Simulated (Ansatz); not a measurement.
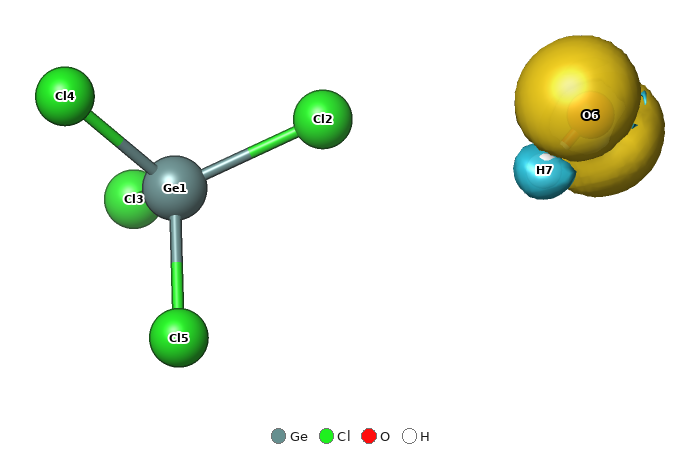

Figure 1: Cl₄Ge···OH (doublet). Isosurfaces of the spin density (α minus β) at +0.03 (yellow) and −0.03 e/Å³ (cyan), seen at a tilt.

Level of theory: UHF/def2-SVP in Ansatz 0.2.0.

```yaml
atoms:
  - { symbol: Ge, position_ang: [0.0530, 0.0840, -0.1666] }
  - { symbol: Cl, position_ang: [0.2776, 0.4438, 1.9170] }
  - { symbol: Cl, position_ang: [1.9683, -0.0587, -1.0685] }
  - { symbol: Cl, position_ang: [-1.0341, 1.6807, -1.0450] }
  - { symbol: Cl, position_ang: [-1.0044, -1.7367, -0.4492] }
  - { symbol: O, position_ang: [-0.2233, -0.3463, 5.4271] }
  - { symbol: H, position_ang: [-0.5492, -0.8678, 4.6944] }
```

**Describe the spin distribution.**

The unpaired spin (1 electron) lies mostly on O6 (about 1.0), in electrons by Hirshfeld's partition.
